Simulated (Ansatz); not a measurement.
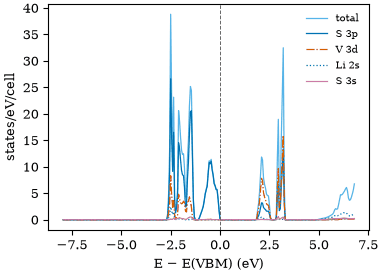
*Total and projected density of states of Li$_{3}$VS$_{4}$ in space group P-43m (No. 215; Li on 3d, V on 1a, S on 4e), the program Ansatz at the LDA level (PAW)*

Question: Which orbitals carry the states next to the gap?

Answer: Top 1 eV of the valence band: S 3p 97 %. Bottom 1 eV of the conduction band: V 3d 65 %, S 3p 30 %. Projections are on Löwdin-orthogonalised atomic valence shells; empty p or d shells of many metals are not among them.

Question: Where is the tallest occupied peak in this window, and what makes it?

Answer: Near -2.5 eV, about 39 states/eV per cell; the largest projected share is S 3p.

The first step of the workflow began from a Materials Project structure, measured or hypothetical; the Crystallography Open Database copy checked does not list it. Whether it is the stable phase at ambient conditions was not checked. The LDA relaxation kept the symmetry of its start; phonons on a q-mesh show no instability. No spin polarisation was allowed.

Potentials: the later of the program's two PAW sets.
